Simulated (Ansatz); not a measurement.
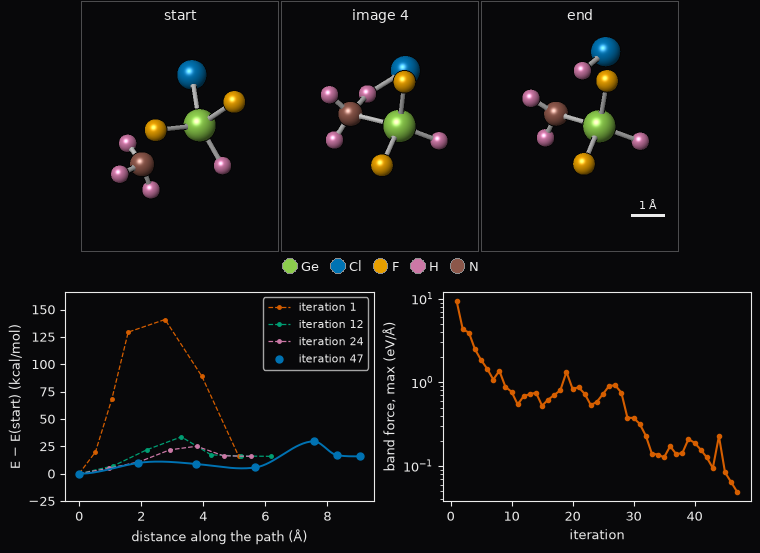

A search for the minimum-energy path of GeNH4ClF2, made up at the start of GeHClF2 and NH3 by the nudged elastic band. Images are numbered from 0 (start) to 6 (end). The plot follows the band through its iterations. The picture is a ball-and-stick view, seen from a free direction.

Method: RHF/def2-SVP (Ansatz 0.2.0). Run with 5 movable images; climbing image; force threshold 0.05 eV/Å; iteration limit 60; starting path through a guess of the saddle point.

**Judge this run.**

The run is converged, with reservations. The band converged in 47 iterations. The largest component of the band force went from 9.3 to 0.049 eV/Å. The climbing image converged on the top of the path. Its vibrational analysis gives one imaginary mode (952i cm⁻¹), as a transition state must have. The first iteration put the highest image at 140.9 kcal/mol. The energy climbs by 29.6 kcal/mol to image 4 and then falls by 13.7 kcal/mol, so the end point sits at +15.9 kcal/mol. The profile has 2 maxima (images 1, 4) with a dip at image 3 (+5.7 kcal/mol), so the process runs in steps.

Limits of the set-up: the start holds two separate molecules, 2.5 Å apart at their closest, whose relative position is a soft coordinate and is computed without a dispersion correction; Hartree-Fock leaves out electron correlation.
